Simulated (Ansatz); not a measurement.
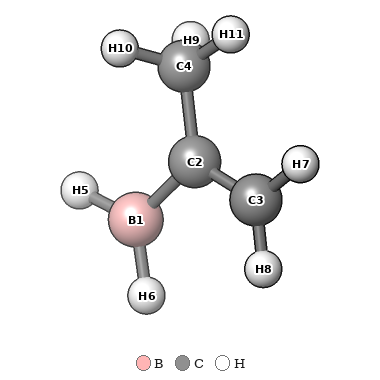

The system is C3H7B, SMILES BC(=C)C; the picture shows the reference structure. Coordinates scanned: (1) dihedral H5–B1–C2–C4; (2) dihedral C4–C2–C3–H7. Nothing is relaxed (all other coordinates rigid). Grid: 15 × 15 points. Points are written as (first, second). Energies: kJ/mol, counted from the lowest grid point. Energies and slopes of some neighbouring points disagree (a jump in structure or state, or too coarse a mesh). The dihedral twists a double bond; near 90° a spin-restricted reference is unreliable. All numbers below come from RKS PBE0-D4/def2-TZVP in Ansatz 0.2.0.

Its coordinates:

```yaml
atoms:
  - { symbol: B, position_ang: [-0.5414, 1.3780, 0.4990] }
  - { symbol: C, position_ang: [0.0103, -0.0158, 0.1438] }
  - { symbol: C, position_ang: [0.3326, -0.8288, 1.1618] }
  - { symbol: C, position_ang: [0.1812, -0.4495, -1.2831] }
  - { symbol: H, position_ang: [-0.8529, 2.1626, -0.3520] }
  - { symbol: H, position_ang: [-0.6619, 1.6852, 1.6500] }
  - { symbol: H, position_ang: [0.7289, -1.8310, 1.0064] }
  - { symbol: H, position_ang: [0.2066, -0.5087, 2.1905] }
  - { symbol: H, position_ang: [-0.7738, -0.4155, -1.8153] }
  - { symbol: H, position_ang: [0.8533, 0.2290, -1.8163] }
  - { symbol: H, position_ang: [0.5824, -1.4625, -1.3642] }
```

Range: dihedral H5–B1–C2–C4 from −180 to 156°; dihedral C4–C2–C3–H7 from −180 to 156°.

Q: What will the energy surface look like?

A: The lowest grid point is at (−180°, −180°). Other grid points that lie below all their neighbours: (12°, −12°) (4.3 kJ/mol higher); (−156°, −12°) (5 kJ/mol higher); (156°, 12°) (5 kJ/mol higher). The highest grid point, (108°, −84°), lies 373 kJ/mol above the lowest.

| dihedral C4–C2–C3–H7 ↓, dihedral H5–B1–C2–C4 → | −180 | −156 | −132 | −108 | −84 | −60 | −36 | −12 | 12 | 36 | 60 | 84 | 108 | 132 | 156 |
| --- | --- | --- | --- | --- | --- | --- | --- | --- | --- | --- | --- | --- | --- | --- | --- |
| 156 | 26 | 20 | 27 | 42 | 58 | 61 | 49 | 33 | 22 | 22 | 34 | 52 | 62 | 57 | 41 |
| 132 | 103 | 88 | 92 | 112 | 139 | 154 | 141 | 115 | 94 | 88 | 101 | 127 | 151 | 151 | 129 |
| 108 | 222 | 202 | 204 | 228 | 268 | 298 | 277 | 239 | 210 | 201 | 215 | 249 | 290 | 294 | 258 |
| 84 | 291 | 332 | 354 | 373 | 323 | 287 | 272 | 279 | 310 | 357 | 366 | 345 | 300 | 275 | 271 |
| 60 | 158 | 189 | 217 | 215 | 183 | 153 | 139 | 147 | 172 | 204 | 220 | 199 | 165 | 142 | 140 |
| 36 | 59 | 79 | 98 | 100 | 83 | 61 | 49 | 52 | 68 | 89 | 101 | 92 | 71 | 53 | 48 |
| 12 | 6 | 16 | 29 | 37 | 34 | 21 | 9 | 4 | 10 | 22 | 34 | 37 | 27 | 14 | 5 |
| −12 | 6 | 5 | 14 | 27 | 37 | 34 | 22 | 10 | 4 | 9 | 21 | 34 | 37 | 29 | 16 |
| −36 | 59 | 48 | 53 | 71 | 92 | 101 | 89 | 68 | 52 | 49 | 61 | 83 | 100 | 98 | 79 |
| −60 | 158 | 140 | 142 | 165 | 199 | 220 | 204 | 172 | 147 | 139 | 153 | 183 | 215 | 217 | 189 |
| −84 | 291 | 271 | 275 | 300 | 345 | 366 | 356 | 310 | 279 | 272 | 287 | 323 | 373 | 354 | 332 |
| −108 | 222 | 259 | 294 | 290 | 249 | 215 | 201 | 210 | 239 | 277 | 298 | 268 | 228 | 204 | 202 |
| −132 | 103 | 129 | 151 | 151 | 127 | 101 | 88 | 94 | 115 | 141 | 154 | 139 | 112 | 92 | 88 |
| −156 | 26 | 41 | 57 | 62 | 52 | 34 | 22 | 22 | 33 | 49 | 61 | 58 | 42 | 27 | 20 |
| −180 | 0 | 4 | 15 | 26 | 28 | 21 | 9 | 1 | 1 | 9 | 21 | 28 | 26 | 15 | 4 |

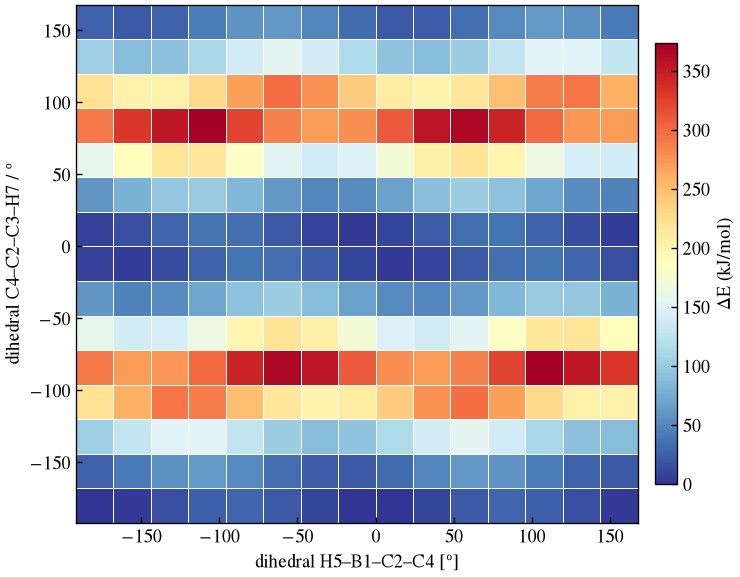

In the figure: one coloured cell a grid point.

Time for the 225 points that were run: 40 min on 1 thread of Arm Neoverse N1, with other jobs on the host.
